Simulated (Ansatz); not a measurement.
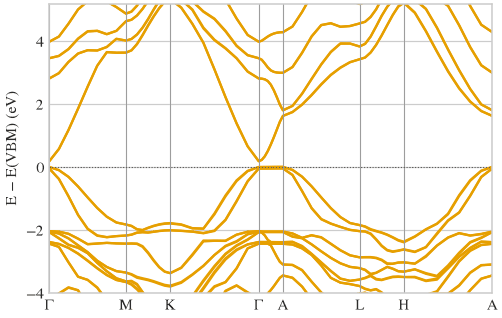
Figure. Band structure from r²SCAN with spin–orbit coupling in the plane-wave PAW code Ansatz

Read off the gap and where the band edges lie.

About 0.2 eV (0.18 eV by a search for the band edges); maximum at A, minimum at Γ.

The material is ZnGaNO in space group P3m1 (No. 156; Pearson symbol hP8).

The start of the workflow was typed in or built on a structure type; the Crystallography Open Database copy checked does not list it. Whether it is the stable phase at ambient conditions was not checked. The cell was relaxed with r²SCAN under the symmetry of its start; whether a distortion lowers the energy is not shown.

Potentials: the earlier of the program's two PAW sets.
